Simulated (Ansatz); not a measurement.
Ta2Se (space group P4/nmm)

```yaml
crystal:
  lattice:
    - [3.33302, 0.00000, 0.00000]
    - [0.00000, 3.33302, 0.00000]
    - [0.00000, 0.00000, 9.70834]
  atoms:
    - { symbol: Ta, position: [0.50000, 0.00000, 0.75641] }
    - { symbol: Ta, position: [0.00000, 0.50000, 0.24359] }
    - { symbol: Ta, position: [0.00000, 0.50000, 0.92332] }
    - { symbol: Ta, position: [0.50000, 0.00000, 0.07668] }
    - { symbol: Se, position: [0.00000, 0.50000, 0.63376] }
    - { symbol: Se, position: [0.50000, 0.00000, 0.36624] }
```

A phonon eigenvector at Γ is frozen into this cell: atom i moves by Q times the vector below, so Q is the largest atomic displacement, in Å. The cell is held. It is one choice among 2 degenerate patterns.

```tsv
atom	x	y	z
Ta1	0.000	0.731	0.000
Ta2	0.000	0.731	0.000
Ta3	0.000	-1.000	0.000
Ta4	0.000	-1.000	0.000
Se5	0.000	0.616	0.000
Se6	0.000	0.616	0.000
```

The numbers are results of LDA (plane waves to 420 eV, PAW, scalar-relativistic; Ansatz, a first-principles code), not measurements. k mesh 14×14×5 (Γ-centred), Fermi-Dirac smearing 0.05 eV. Energies are smeared free energies. With partly filled bands, energies and forces of such displacements shift with the k mesh and the smearing. Spin-orbit coupling is left out, though Ta is heavy. Ta2Se is run without spin polarisation. Ta2Se was relaxed with its symmetry unable to fall. ΔE is measured from the undisplaced structure.

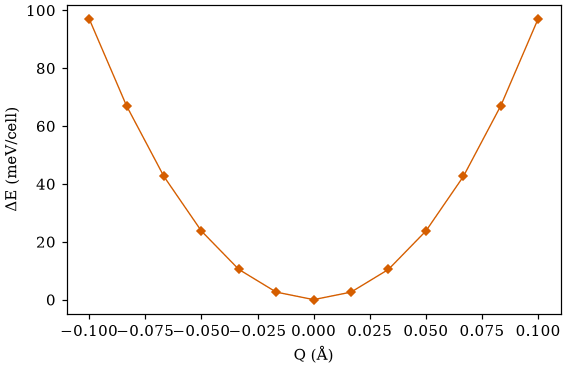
ΔE (meV/cell) against Q (Å); computed points joined by lines.

Q: What is the energy change at Q = 0.100 Å?

A: About 97 meV/cell.

Q: What harmonic wavenumber does the curvature at Q = 0 give?

A: About 91 cm⁻¹.

(For displaced atoms, the force is minus the slope of the energy, and its curvature is a force constant, which sets phonon frequencies.)
